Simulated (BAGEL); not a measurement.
**SiCl4 (silicon tetrachloride) at HF/6-31G(d) (density fitting with qzvpp-jkfit, spherical functions)**

What is the energy change on altering one bond length of SiCl4 (silicon tetrachloride) at HF/6-31G* (density fitting with qzvpp-jkfit, spherical functions)? 

The calculation is run with BAGEL 1.2.2.

7 further runs of the same task are left out: 4 that didn't finish, 3 set aside as unsound or not needed. Runs told in other sessions of the task aren't counted.

### 1 The system as given

SiCl4: 5 atoms, total charge 0, spin state singlet. As SMILES, `Cl[Si](Cl)(Cl)Cl`. Geometry: relaxed at PBE0-D4/def2-TZVP.

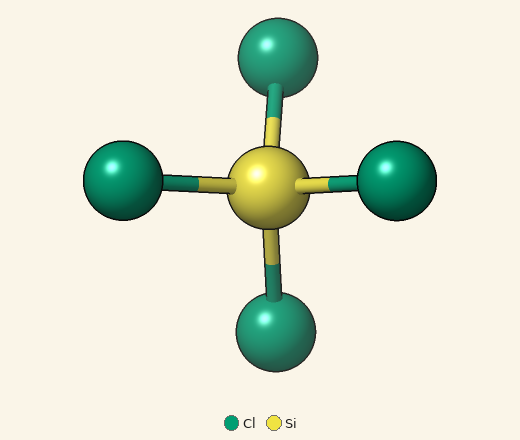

The structure, seen from a chosen angle (chlorine teal, silicon yellow).

### 2 The energy at HF/6-31G(d) (density fitting with qzvpp-jkfit, spherical functions)

File input.json:

```json
{ "bagel" : [

{
  "title" : "molecule",
  "basis" : "6-31gs.json",
  "df_basis" : "qzvpp-jkfit",
  "angstrom" : "true",
  "geometry" : [
    { "atom" : "Cl", "xyz" : [      -0.962600,      -0.087600,       1.762300 ] },
    { "atom" : "Si", "xyz" : [       0.010000,      -0.014700,      -0.008300 ] },
    { "atom" : "Cl", "xyz" : [       1.655400,      -1.185900,       0.078100 ] },
    { "atom" : "Cl", "xyz" : [      -1.212100,      -0.676900,      -1.476100 ] },
    { "atom" : "Cl", "xyz" : [       0.559300,       1.891400,      -0.397500 ] }
  ]
},

{ "title" : "hf" },

{ "title" : "print", "file" : "orbitals.molden", "orbitals" : "true" }

]}
```

The basis set 6-31G* is read from a file made from the Basis Set Exchange's data (not shown).

Run with:

```
$ BAGEL_NUM_THREADS=1 BAGEL input.json > input.out
```

The program printed:

```text
* using 1 threads per process

  ===============================================================
  ===============================================================

  *** Geometry ***

  { "atom" : "Cl", "xyz" : [     -1.819050,     -0.165540,      3.330264 ] },
  { "atom" : "Si", "xyz" : [      0.018897,     -0.027779,     -0.015685 ] },
  { "atom" : "Cl", "xyz" : [      3.128253,     -2.241026,      0.147588 ] },
  { "atom" : "Cl", "xyz" : [     -2.290537,     -1.279156,     -2.789425 ] },
  { "atom" : "Cl", "xyz" : [      1.056924,      3.574228,     -0.751166 ] },

  Number of auxiliary basis functions:      640

  Since a DF basis is specified, we compute 2- and 3-index integrals:
    o Being stored without compression. Storage requirement is 0.041 GB

  Number of basis functions:       90
  Number of electrons      :       82

    * METHOD: MOLECULE                             0.74

  *** RHF ***

  === Nuclear Repulsion ===
   527.1779773594

      * DIIS with orbital gradients will be used.

  === RHF iteration (6-31gs.json) ===
      0      -2126.92727608          0.01029530           0.28
      1      -2127.00860868          0.00618834           0.27
      2      -2127.03884894          0.00068565           0.27
      3      -2127.03958299          0.00012049           0.27
      4      -2127.03961038          0.00002748           0.27
      5      -2127.03961187          0.00000642           0.27
      6      -2127.03961193          0.00000095           0.27
      7      -2127.03961193          0.00000011           0.27
      8      -2127.03961193          0.00000003           0.27
      9      -2127.03961193          0.00000001           0.27
    * SCF iteration converged.

    * Permanent dipole moment:
           (    0.000039,    -0.000156,    -0.000053) a.u.

    * METHOD: HF                                   3.13

    * METHOD: PRINT                                0.03

  ===============================================================
```

Wall time 4.2 s (1 thread of Arm Neoverse N1, shared host); peak memory 0.18 GiB.

### 3 The distorted shape

File input.json:

```json
{ "bagel" : [

{
  "title" : "molecule",
  "basis" : "6-31gs.json",
  "df_basis" : "qzvpp-jkfit",
  "angstrom" : true,
  "geometry" : [
    { "atom" : "Cl", "xyz" : [      -1.621766,      -2.374939,       2.229344 ] },
    { "atom" : "Si", "xyz" : [      -0.649166,      -2.302039,       0.458744 ] },
    { "atom" : "Cl", "xyz" : [       0.996234,      -3.473239,       0.545144 ] },
    { "atom" : "Cl", "xyz" : [      -1.871266,      -2.964239,      -1.009056 ] },
    { "atom" : "Cl", "xyz" : [       0.559300,       1.891400,      -0.397500 ] }
  ]
},

{
  "title" : "hf"
},

{
  "title" : "print",
  "file" : "orbitals.molden",
  "orbitals" : true
}

]}
```

The basis set 6-31G* is read from a file made from the Basis Set Exchange's data (not shown).

Run with:

```
$ BAGEL_NUM_THREADS=1 BAGEL input.json > input.out
```

The program printed:

```text
* using 1 threads per process

  ===============================================================
  ===============================================================

  *** Geometry ***

  { "atom" : "Cl", "xyz" : [     -3.064694,     -4.487984,      4.212850 ] },
  { "atom" : "Si", "xyz" : [     -1.226746,     -4.350223,      0.866901 ] },
  { "atom" : "Cl", "xyz" : [      1.882609,     -6.563470,      1.030173 ] },
  { "atom" : "Cl", "xyz" : [     -3.536180,     -5.601600,     -1.906839 ] },
  { "atom" : "Cl", "xyz" : [      1.056924,      3.574228,     -0.751166 ] },

  Number of auxiliary basis functions:      640

  Since a DF basis is specified, we compute 2- and 3-index integrals:
    o Being stored without compression. Storage requirement is 0.041 GB

  Number of basis functions:       90
  Number of electrons      :       82

    * METHOD: MOLECULE                             0.72

  *** RHF ***

  === Nuclear Repulsion ===
   438.1745395093

      * DIIS with orbital gradients will be used.

  === RHF iteration (6-31gs.json) ===
      0      -2126.59104931          0.01206727           0.28
      1      -2126.07268138          0.01660205           0.27
      2      -2126.73768471          0.00461036           0.27
      3      -2126.77722254          0.00259215           0.27
      4      -2126.79536255          0.00106323           0.27
      5      -2126.80504672          0.00058298           0.27
      6      -2126.80890691          0.00023026           0.27
      7      -2126.80923638          0.00005602           0.27
      8      -2126.80925467          0.00001909           0.27
      9      -2126.80925651          0.00000468           0.27
     10      -2126.80925657          0.00000185           0.27
     11      -2126.80925658          0.00000071           0.27
     12      -2126.80925658          0.00000019           0.27
     13      -2126.80925658          0.00000005           0.27
     14      -2126.80925658          0.00000002           0.27
     15      -2126.80925658          0.00000001           0.27
    * SCF iteration converged.

    * Permanent dipole moment:
           (    1.175265,     4.078005,    -0.832741) a.u.

    * METHOD: HF                                   4.75

    * METHOD: PRINT                                0.03

  ===============================================================
```

It took 5.7 s on 1 thread of Arm Neoverse N1, shared host; peak memory 0.18 GiB.

### 4 What came out

At HF/6-31G* (density fitting with qzvpp-jkfit, spherical functions):

| quantity | value |
| --- | --- |
| first shape: total energy | -2127.03961 Eh |
| first shape: dipole moment | 0.00 D |
| first shape: HOMO energy | -13.07 eV |
| first shape: LUMO energy | 3.31 eV |
| first shape: HOMO–LUMO gap | 16.38 eV |
| distorted shape: total energy | -2126.80926 Eh |
| distorted shape: dipole moment | 10.99 D |
| distorted shape: HOMO energy | -8.58 eV |
| distorted shape: LUMO energy | -4.02 eV |
| distorted shape: HOMO–LUMO gap | 4.56 eV |
| energy change with the Si2–Cl5 bond stretched from 2.021 to 4.447 Å | 6.268 eV |

One bond (distorted shape) is far stretched, which a spin-restricted single reference describes badly; a broken-symmetry solution may lie lower. With the Si2–Cl5 bond stretched from 2.021 to 4.447 Å the energy rises by 6.27 eV (605 kJ/mol). The first shape isn't relaxed at this level, so the change isn't measured from a minimum. A restricted reference can't describe the breaking bond well at this length.
